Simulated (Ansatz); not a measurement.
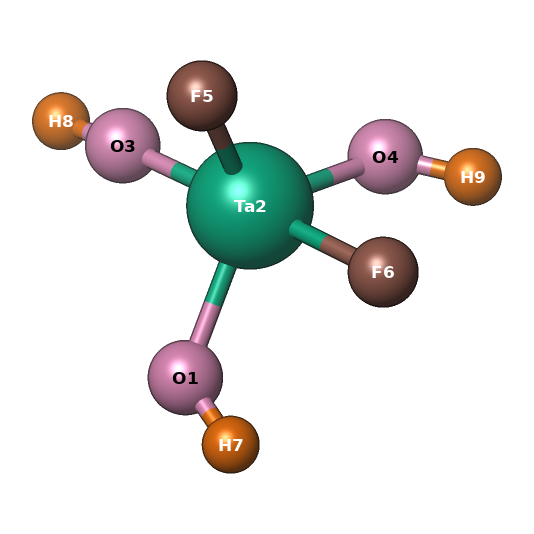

The atoms are numbered. Charge 0, singlet. Computed geometry: PBE0-D4/def2-TZVP optimisation. No frequency run is at hand to confirm it as a minimum.

Estimate the angles O1–Ta2–O4, O1–Ta2–O3, O3–Ta2–F5, O3–Ta2–F6, O1–Ta2–F5, O1–Ta2–F6, F5–Ta2–F6, Ta2–O3–H8, Ta2–O1–H7.

```
    angle  degrees
O1–Ta2–O4    119.2
O1–Ta2–O3     92.4
O3–Ta2–F5     94.4
O3–Ta2–F6    177.7
O1–Ta2–F5    120.0
O1–Ta2–F6     86.4
F5–Ta2–F6     87.9
Ta2–O3–H8    174.2
Ta2–O1–H7    119.2
```
